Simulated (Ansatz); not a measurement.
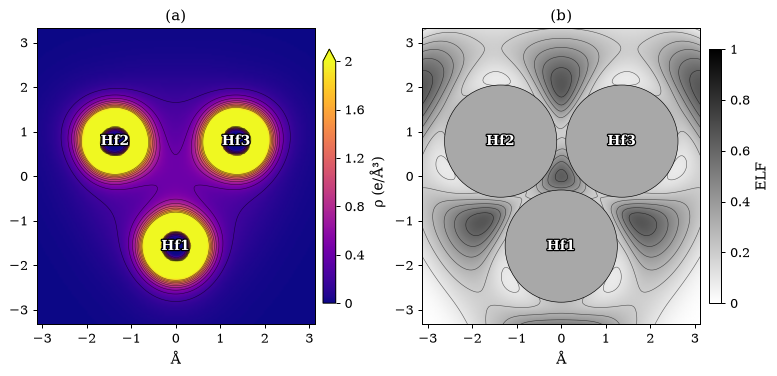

Hf3 (triplet). (a) electron density; (b) ELF on the molecular plane. Grey discs cover the atomic cores in the ELF map.

Geometry: PBE-D4/def2-TZVP; ⟨S²⟩ = 2.06, above the pure value of 2.00; core potentials replace the inner electrons of Hf.

The calculation used UKS PBE0-D4/def2-TZVP in Ansatz 0.2.0.

The calculation's input:

```
crystal:
  periodic: [false, false, false]
  atoms:
    - {symbol: Hf, position_ang: [-1.443976, 0.340160, -0.519603]}
    - {symbol: Hf, position_ang: [0.510571, -1.486559, -0.014526]}
    - {symbol: Hf, position_ang: [0.933394, 1.146400, 0.534129]}
basis:
  gaussian: {orbitals: def2-TZVP, initial_orbitals: start.molden}
magnetization: {spin_polarized: true, initial_magnetization: 2}
hamiltonian: {xc: pbe0, dispersion: d4}
output: {orbitals: {seedname: orbitals}}
```

Run with:

```sh
ansatz run in.yaml --threads 4 --pin off --events-out ev --progress --plain --max-ram 3916MiB
```

### What does the map show?

- Atoms in the plane: Hf.
- Hf–Hf (2.72 Å): ρ is about 0.35 e/Å³ halfway; the ELF is about 0.20 at the midpoint.
